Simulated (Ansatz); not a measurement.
# N2 (triplet): wB97M-V, B2PLYP over vertical spin and charge gaps, def2-QZVPP

Aim: run N2 (triplet) with these functionals over vertical spin and charge gaps, and hold them against the top wave-function level at the same points.

Method: def2-QZVPP, all electrons in the functionals, frozen cores in the correlation of double hybrids and RPA; program: Ansatz 0.2.0, Gaussian basis.

Plan: wB97M-V, B2PLYP, at charge 0, triplet; charge 0, singlet; charge 0, quintet; charge 1, doublet; charge 1, quartet.

2 further runs of the same task are left out: 2 set aside as unsound or not needed.

## (1) The geometry

The geometry is a PBE0/def2-TZVP stationary point (not a proven minimum).

2 atoms, charge 0, spin multiplicity 3.

Atoms are counted from 1 here; the program's logs count them from 0.

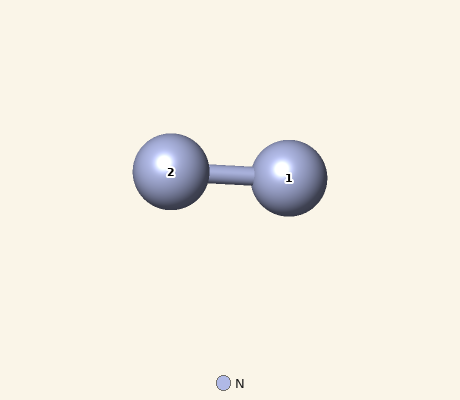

The geometry (nitrogen light blue); atoms are numbered from 1 in the order of the file.

No dispersion term is added; wB97M-V holds VV10 nonlocal correlation.

The geometry shown and the zero of energy belong to the point charge 0, triplet. The yardstick, UCCSD(T), and other wave-function levels (R restricted, U unrestricted, valence and pair active spaces) come from earlier runs.

## (2) wB97M-V, charge 0, triplet

The input, in.yaml:

```yaml
crystal:
  periodic: [false, false, false]
  atoms:
    - {symbol: N, position_ang: [0.000000, 0.000000, 0.000000]}
    - {symbol: N, position_ang: [0.000000, 0.000000, 1.266308]}
basis:
  gaussian: {orbitals: "def2-QZVPP.json"}
magnetization: {spin_polarized: true, initial_magnetization: 2}
hamiltonian: {xc: {name: wB97M-V}}
output: {orbitals: {seedname: orbitals}}
```

Started as:

```console
ansatz run in.yaml --threads 1 --pin off --events-out ev --progress --plain --max-ram 2393MiB
```

The log of the run, cut to the lines that bear on the results:

```text
Functional definition: wB97M-V
  name "wB97M-V"
  cite "Mardirossian & Head-Gordon, J. Chem. Phys. 144, 214110 (2016) doi:10.1063/1.4952647"
  cite "Becke, J. Chem. Phys. 107, 8554 (1997) doi:10.1063/1.475007"
  cite "Vydrov & Van Voorhis, J. Chem. Phys. 133, 244103 (2010) doi:10.1063/1.3521275"
  # Of w^i u^j: cxij and so on, Table III.
[...]
  gx(w, u) = 1 - cx + cx01*u + cx10*w
  gss(w, u) = css00 + css04*u^4 + css10*w + css20*w^2 + css43*w^4*u^3
  gos(w, u) = cos00 + cos10*w + (cos20 + cos21*u)*w^2 + (cos60 + cos61*u)*w^6
[...]
      + integral(e_c_pw_mod_opposite_spin*gos(b97_w_opposite, b97_u_opposite)) + vv10(b, c)
342 factors; their error is unknown
78 factors; integrals over basis functions are off by at most 2.8e-5 eV
[...]
mean field -2974.40553021 eV, -109.3073871106 hartree, gradient 1.5e-5 eV, S^2 2.003990; 4 other end points of the search recorded, 0 dependent functions left out
reference -2974.40555886 eV, -109.3073881637 hartree; 8, 6 occupied and 106, 108 virtual orbitals, 342 factors
Total energy: -2974.40555886 eV, -109.3073881637 hartree
```

Run time: 14 s. Hardware: 1 thread of Arm Neoverse V2, shared host.

From the report: ⟨S²⟩ of the determinant 2.004 (pure triplet: 2.00).

## (3) wB97M-V, charge 0, singlet

Edit in.yaml of step 2 so:

```diff
@@ -7,3 +7,3 @@
   gaussian: {orbitals: "def2-QZVPP.json"}
-magnetization: {spin_polarized: true, initial_magnetization: 2}
+magnetization: {spin_polarized: true, initial_magnetization: 0}
 hamiltonian: {xc: {name: wB97M-V}}
```

The command is unchanged.

The log of the run, cut to the lines that bear on the results:

```text
Functional definition: wB97M-V
  name "wB97M-V"
  cite "Mardirossian & Head-Gordon, J. Chem. Phys. 144, 214110 (2016) doi:10.1063/1.4952647"
  cite "Becke, J. Chem. Phys. 107, 8554 (1997) doi:10.1063/1.475007"
  cite "Vydrov & Van Voorhis, J. Chem. Phys. 133, 244103 (2010) doi:10.1063/1.3521275"
  # Of w^i u^j: cxij and so on, Table III.
[...]
  gx(w, u) = 1 - cx + cx01*u + cx10*w
  gss(w, u) = css00 + css04*u^4 + css10*w + css20*w^2 + css43*w^4*u^3
  gos(w, u) = cos00 + cos10*w + (cos20 + cos21*u)*w^2 + (cos60 + cos61*u)*w^6
[...]
      + integral(e_c_pw_mod_opposite_spin*gos(b97_w_opposite, b97_u_opposite)) + vv10(b, c)
342 factors; their error is unknown
78 factors; integrals over basis functions are off by at most 2.8e-5 eV
[...]
mean field -2979.49415885 eV, -109.4943907640 hartree, gradient 1.6e-5 eV, S^2 0.000000; 0 other end points of the search recorded, 0 dependent functions left out
reference -2979.49418718 eV, -109.4943918051 hartree; 7, 7 occupied and 107, 107 virtual orbitals, 342 factors
Total energy: -2979.49418718 eV, -109.4943918051 hartree
```

It took 2.9 s on 1 thread of Arm Neoverse V2, shared host.

From the report: ⟨S²⟩ of the determinant 0.000 (pure singlet: 0.00).

From charge 0, triplet: -491.0 kJ/mol.

## (4) wB97M-V, charge 0, quintet

Edit in.yaml of step 3 so:

```diff
@@ -7,3 +7,3 @@
   gaussian: {orbitals: "def2-QZVPP.json"}
-magnetization: {spin_polarized: true, initial_magnetization: 0}
+magnetization: {spin_polarized: true, initial_magnetization: 4}
 hamiltonian: {xc: {name: wB97M-V}}
```

Same command.

The log of the run, cut to the lines that bear on the results:

```text
Functional definition: wB97M-V
  name "wB97M-V"
  cite "Mardirossian & Head-Gordon, J. Chem. Phys. 144, 214110 (2016) doi:10.1063/1.4952647"
  cite "Becke, J. Chem. Phys. 107, 8554 (1997) doi:10.1063/1.475007"
  cite "Vydrov & Van Voorhis, J. Chem. Phys. 133, 244103 (2010) doi:10.1063/1.3521275"
  # Of w^i u^j: cxij and so on, Table III.
[...]
  gx(w, u) = 1 - cx + cx01*u + cx10*w
  gss(w, u) = css00 + css04*u^4 + css10*w + css20*w^2 + css43*w^4*u^3
  gos(w, u) = cos00 + cos10*w + (cos20 + cos21*u)*w^2 + (cos60 + cos61*u)*w^6
[...]
      + integral(e_c_pw_mod_opposite_spin*gos(b97_w_opposite, b97_u_opposite)) + vv10(b, c)
342 factors; their error is unknown
78 factors; integrals over basis functions are off by at most 2.8e-5 eV
[...]
mean field -2969.98643976 eV, -109.1449885321 hartree, gradient 1.9e-6 eV, S^2 6.009596; 2 other end points of the search recorded, 0 dependent functions left out
reference -2969.98646808 eV, -109.1449895729 hartree; 9, 5 occupied and 105, 109 virtual orbitals, 342 factors
Total energy: -2969.98646808 eV, -109.1449895729 hartree
```

Wall time 13 s (1 thread of Arm Neoverse V2, shared host).

From the report: ⟨S²⟩ of the determinant 6.010 (pure quintet: 6.00).

From charge 0, triplet: +426.4 kJ/mol.

## (5) wB97M-V, charge 1, doublet

Edit in.yaml of step 4 so:

```diff
@@ -7,3 +7,4 @@
   gaussian: {orbitals: "def2-QZVPP.json"}
-magnetization: {spin_polarized: true, initial_magnetization: 4}
+total_charge: 1
+magnetization: {spin_polarized: true, initial_magnetization: 1}
 hamiltonian: {xc: {name: wB97M-V}}
```

Same command.

The log of the run, cut to the lines that bear on the results:

```text
Functional definition: wB97M-V
  name "wB97M-V"
  cite "Mardirossian & Head-Gordon, J. Chem. Phys. 144, 214110 (2016) doi:10.1063/1.4952647"
  cite "Becke, J. Chem. Phys. 107, 8554 (1997) doi:10.1063/1.475007"
  cite "Vydrov & Van Voorhis, J. Chem. Phys. 133, 244103 (2010) doi:10.1063/1.3521275"
  # Of w^i u^j: cxij and so on, Table III.
[...]
  gx(w, u) = 1 - cx + cx01*u + cx10*w
  gss(w, u) = css00 + css04*u^4 + css10*w + css20*w^2 + css43*w^4*u^3
  gos(w, u) = cos00 + cos10*w + (cos20 + cos21*u)*w^2 + (cos60 + cos61*u)*w^6
[...]
      + integral(e_c_pw_mod_opposite_spin*gos(b97_w_opposite, b97_u_opposite)) + vv10(b, c)
342 factors; their error is unknown
78 factors; integrals over basis functions are off by at most 2.8e-5 eV
[...]
mean field -2964.21210544 eV, -108.9327856599 hartree, gradient 5.9e-7 eV, S^2 0.751104; 3 other end points of the search recorded, 0 dependent functions left out
reference -2964.21213014 eV, -108.9327865675 hartree; 7, 6 occupied and 107, 108 virtual orbitals, 342 factors
Total energy: -2964.21213014 eV, -108.9327865675 hartree
```

Wall time 17 s (1 thread of Arm Neoverse V2, shared host).

From the report: ⟨S²⟩ of the determinant 0.751 (pure doublet: 0.75).

From charge 0, triplet: +983.5 kJ/mol.

## (6) wB97M-V, charge 1, quartet

Edit in.yaml of step 5 so:

```diff
@@ -8,3 +8,3 @@
 total_charge: 1
-magnetization: {spin_polarized: true, initial_magnetization: 1}
+magnetization: {spin_polarized: true, initial_magnetization: 3}
 hamiltonian: {xc: {name: wB97M-V}}
```

Launched as before.

The log of the run, cut to the lines that bear on the results:

```text
Functional definition: wB97M-V
  name "wB97M-V"
  cite "Mardirossian & Head-Gordon, J. Chem. Phys. 144, 214110 (2016) doi:10.1063/1.4952647"
  cite "Becke, J. Chem. Phys. 107, 8554 (1997) doi:10.1063/1.475007"
  cite "Vydrov & Van Voorhis, J. Chem. Phys. 133, 244103 (2010) doi:10.1063/1.3521275"
  # Of w^i u^j: cxij and so on, Table III.
[...]
  gx(w, u) = 1 - cx + cx01*u + cx10*w
  gss(w, u) = css00 + css04*u^4 + css10*w + css20*w^2 + css43*w^4*u^3
  gos(w, u) = cos00 + cos10*w + (cos20 + cos21*u)*w^2 + (cos60 + cos61*u)*w^6
[...]
      + integral(e_c_pw_mod_opposite_spin*gos(b97_w_opposite, b97_u_opposite)) + vv10(b, c)
342 factors; their error is unknown
78 factors; integrals over basis functions are off by at most 2.8e-5 eV
[...]
mean field -2959.72193619 eV, -108.7677749835 hartree, gradient 8.9e-6 eV, S^2 3.765381; 6 other end points of the search recorded, 0 dependent functions left out
reference -2959.72196179 eV, -108.7677759243 hartree; 8, 5 occupied and 106, 109 virtual orbitals, 342 factors
Total energy: -2959.72196179 eV, -108.7677759243 hartree
```

It took 15 s on 1 thread of Arm Neoverse V2, shared host.

From the report: ⟨S²⟩ of the determinant 3.765 (pure quartet: 3.75).

From charge 0, triplet: +1416.8 kJ/mol.

## (7) B2PLYP, charge 0, triplet

The input, in.yaml:

```yaml
crystal:
  periodic: [false, false, false]
  atoms:
    - {symbol: N, position_ang: [0.000000, 0.000000, 0.000000]}
    - {symbol: N, position_ang: [0.000000, 0.000000, 1.266308]}
basis:
  gaussian: {orbitals: "def2-QZVPP.json"}
magnetization: {spin_polarized: true, initial_magnetization: 2}
hamiltonian: {xc: {name: B2PLYP}}
correlation: {electrons: outside_noble_gas}
```

Launched as before.

The log of the run, cut to the lines that bear on the results:

```text
Functional definition: B2PLYP
  name "B2PLYP"
  cite "Grimme, J. Chem. Phys. 124, 034108 (2006) doi:10.1063/1.2148954"
  cite "Becke, Phys. Rev. A 38, 3098 (1988) doi:10.1103/PhysRevA.38.3098"
  cite "Lee, Yang & Parr, Phys. Rev. B 37, 785 (1988) doi:10.1103/PhysRevB.37.785"
[...]
719 factors; integrals over basis functions are off by at most 1.3e-3 eV
[...]
mean field -2970.35819831 eV, -109.1586504070 hartree, gradient 1.1e-6 eV, S^2 2.008464; 6 other end points of the search recorded, 0 dependent functions left out
2 core orbitals not correlated: weight in the atoms' cores, before any rotation towards them, 1.000 or more for the frozen orbitals, at most 0.000 for the correlated occupied ones
reference -2970.35829919 eV, -109.1586541142 hartree; 6, 4 occupied and 106, 108 virtual orbitals, 719 factors
second order -11.03489115 eV of doubles, -0.00000000 eV of singles
Total energy: -2973.33771980 eV, -109.2681458021 hartree
```

It took 5.5 s on 1 thread of Arm Neoverse V2, shared host.

From the report: ⟨S²⟩ of the determinant 2.008 (pure triplet: 2.00).

## (8) B2PLYP, charge 0, singlet

Edit in.yaml of step 7 so:

```diff
@@ -7,3 +7,3 @@
   gaussian: {orbitals: "def2-QZVPP.json"}
-magnetization: {spin_polarized: true, initial_magnetization: 2}
+magnetization: {spin_polarized: true, initial_magnetization: 0}
 hamiltonian: {xc: {name: B2PLYP}}
```

Launched as before.

The log of the run, cut to the lines that bear on the results:

```text
Functional definition: B2PLYP
  name "B2PLYP"
  cite "Grimme, J. Chem. Phys. 124, 034108 (2006) doi:10.1063/1.2148954"
  cite "Becke, Phys. Rev. A 38, 3098 (1988) doi:10.1103/PhysRevA.38.3098"
  cite "Lee, Yang & Parr, Phys. Rev. B 37, 785 (1988) doi:10.1103/PhysRevB.37.785"
[...]
719 factors; integrals over basis functions are off by at most 1.3e-3 eV
[...]
mean field -2974.46759035 eV, -109.3096677787 hartree, gradient 1.4e-6 eV, S^2 0.000000; 6 other end points of the search recorded, 0 dependent functions left out
2 core orbitals not correlated: weight in the atoms' cores, before any rotation towards them, 1.000 or more for the frozen orbitals, at most 0.000 for the correlated occupied ones
reference -2974.46768565 eV, -109.3096712809 hartree; 5, 5 occupied and 107, 107 virtual orbitals, 719 factors
second order -15.76666469 eV of doubles, -0.00000000 eV of singles
Total energy: -2978.72468511 eV, -109.4661131258 hartree
```

Run time: 4.6 s. Hardware: 1 thread of Arm Neoverse V2, shared host.

From the report: ⟨S²⟩ of the determinant 0.000 (pure singlet: 0.00).

From charge 0, triplet: -519.8 kJ/mol.

## (9) B2PLYP, charge 0, quintet

Edit in.yaml of step 8 so:

```diff
@@ -7,3 +7,3 @@
   gaussian: {orbitals: "def2-QZVPP.json"}
-magnetization: {spin_polarized: true, initial_magnetization: 0}
+magnetization: {spin_polarized: true, initial_magnetization: 4}
 hamiltonian: {xc: {name: B2PLYP}}
```

Launched as before.

The log of the run, cut to the lines that bear on the results:

```text
Functional definition: B2PLYP
  name "B2PLYP"
  cite "Grimme, J. Chem. Phys. 124, 034108 (2006) doi:10.1063/1.2148954"
  cite "Becke, Phys. Rev. A 38, 3098 (1988) doi:10.1103/PhysRevA.38.3098"
  cite "Lee, Yang & Parr, Phys. Rev. B 37, 785 (1988) doi:10.1103/PhysRevB.37.785"
[...]
719 factors; integrals over basis functions are off by at most 1.3e-3 eV
[...]
mean field -2966.64309299 eV, -109.0221228046 hartree, gradient 4.7e-7 eV, S^2 6.018352; 3 other end points of the search recorded, 0 dependent functions left out
2 core orbitals not correlated: weight in the atoms' cores, before any rotation towards them, 1.000 or more for the frozen orbitals, at most 0.000 for the correlated occupied ones
reference -2966.64319973 eV, -109.0221267270 hartree; 7, 3 occupied and 105, 109 virtual orbitals, 719 factors
second order -8.13801165 eV of doubles, -0.00000000 eV of singles
Total energy: -2968.84046287 eV, -109.1028746582 hartree
```

Run time: 3.6 s. Hardware: 1 thread of Arm Neoverse V2, shared host.

From the report: ⟨S²⟩ of the determinant 6.018 (pure quintet: 6.00).

From charge 0, triplet: +433.9 kJ/mol.

## (10) B2PLYP, charge 1, doublet

Edit in.yaml of step 9 so:

```diff
@@ -7,3 +7,4 @@
   gaussian: {orbitals: "def2-QZVPP.json"}
-magnetization: {spin_polarized: true, initial_magnetization: 4}
+total_charge: 1
+magnetization: {spin_polarized: true, initial_magnetization: 1}
 hamiltonian: {xc: {name: B2PLYP}}
```

The command is unchanged.

The log of the run, cut to the lines that bear on the results:

```text
Functional definition: B2PLYP
  name "B2PLYP"
  cite "Grimme, J. Chem. Phys. 124, 034108 (2006) doi:10.1063/1.2148954"
  cite "Becke, Phys. Rev. A 38, 3098 (1988) doi:10.1103/PhysRevA.38.3098"
  cite "Lee, Yang & Parr, Phys. Rev. B 37, 785 (1988) doi:10.1103/PhysRevB.37.785"
[...]
719 factors; integrals over basis functions are off by at most 1.3e-3 eV
[...]
mean field -2959.69716227 eV, -108.7668645586 hartree, gradient 1.0e-6 eV, S^2 0.752137; 7 other end points of the search recorded, 0 dependent functions left out
2 core orbitals not correlated: weight in the atoms' cores, before any rotation towards them, 1.000 or more for the frozen orbitals, at most 0.000 for the correlated occupied ones
reference -2959.69724473 eV, -108.7668675890 hartree; 5, 4 occupied and 107, 108 virtual orbitals, 719 factors
second order -12.36135189 eV of doubles, -0.00000000 eV of singles
Total energy: -2963.03480974 eV, -108.8895208409 hartree
```

Wall time 9 s (1 thread of Arm Neoverse V2, shared host).

From the report: ⟨S²⟩ of the determinant 0.752 (pure doublet: 0.75).

From charge 0, triplet: +994.1 kJ/mol.

## (11) B2PLYP, charge 1, quartet

Edit in.yaml of step 10 so:

```diff
@@ -8,3 +8,3 @@
 total_charge: 1
-magnetization: {spin_polarized: true, initial_magnetization: 1}
+magnetization: {spin_polarized: true, initial_magnetization: 3}
 hamiltonian: {xc: {name: B2PLYP}}
```

Same command.

The log of the run, cut to the lines that bear on the results:

```text
Functional definition: B2PLYP
  name "B2PLYP"
  cite "Grimme, J. Chem. Phys. 124, 034108 (2006) doi:10.1063/1.2148954"
  cite "Becke, Phys. Rev. A 38, 3098 (1988) doi:10.1103/PhysRevA.38.3098"
  cite "Lee, Yang & Parr, Phys. Rev. B 37, 785 (1988) doi:10.1103/PhysRevB.37.785"
[...]
719 factors; integrals over basis functions are off by at most 1.3e-3 eV
[...]
mean field -2956.08689987 eV, -108.6341898625 hartree, gradient 1.8e-6 eV, S^2 3.792402; 5 other end points of the search recorded, 0 dependent functions left out
2 core orbitals not correlated: weight in the atoms' cores, before any rotation towards them, 1.000 or more for the frozen orbitals, at most 0.000 for the correlated occupied ones
reference -2956.08698606 eV, -108.6341930301 hartree; 6, 3 occupied and 106, 109 virtual orbitals, 719 factors
second order -8.78192369 eV of doubles, -0.00000000 eV of singles
Total energy: -2958.45810546 eV, -108.7213300607 hartree
```

Wall time 6.5 s (1 thread of Arm Neoverse V2, shared host).

From the report: ⟨S²⟩ of the determinant 3.792 (pure quartet: 3.75).

From charge 0, triplet: +1435.7 kJ/mol.

## (12) Against the wave-function levels

No level is safe as a reference over these points; UCCSD(T) serves as a yardstick only. It comes from earlier runs at the same points. Energies in kJ/mol, counted from charge 0, triplet; blanks weren't run or aren't comparable.

| level | triplet to singlet | triplet to quintet | ionisation to the doublet cation | ionisation to the quartet cation |
| --- | --- | --- | --- | --- |
| UCCSD(T) |  | 440.8 | 971.8 | 1382.9 |
| wB97M-V | -491.0 | 426.4 | 983.5 | 1416.8 |
| B2PLYP | -519.8 | 433.9 | 994.1 | 1435.7 |

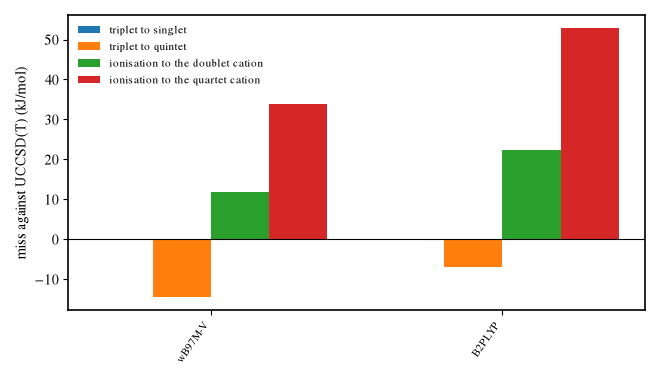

Misses of the gaps against UCCSD(T).

Largest miss and mean time a point (UCCSD(T) took 12 s a point; shared hosts):

| level | largest miss (kJ/mol) | where | time a point |
| --- | --- | --- | --- |
| wB97M-V | +33.9 | ionisation to the quartet cation | 12 s |
| B2PLYP | +52.8 | ionisation to the quartet cation | 5.9 s |

## (13) Outcome

| quantity | value |
| --- | --- |
| triplet to quintet, UCCSD(T) | 440.8 kJ/mol |
| ionisation to the doublet cation, UCCSD(T) | 971.8 kJ/mol |
| ionisation to the quartet cation, UCCSD(T) | 1382.9 kJ/mol |
| largest miss, wB97M-V | +33.9 kJ/mol (ionisation to the quartet cation) |
| largest miss, B2PLYP | +52.8 kJ/mol (ionisation to the quartet cation) |

Misses are known at 3 of 4 points at best, and only functionals with that many are ranked. Of the functionals, wB97M-V keep the smallest largest miss at the points compared (at most 33.9 kJ/mol) and B2PLYP strays most (52.8 kJ/mol, at ionisation to the quartet cation). Functionals and the yardstick converge differently with the basis, so part of each miss in def2-QZVPP is the basis. The yardstick itself may be off where one determinant is a poor start.
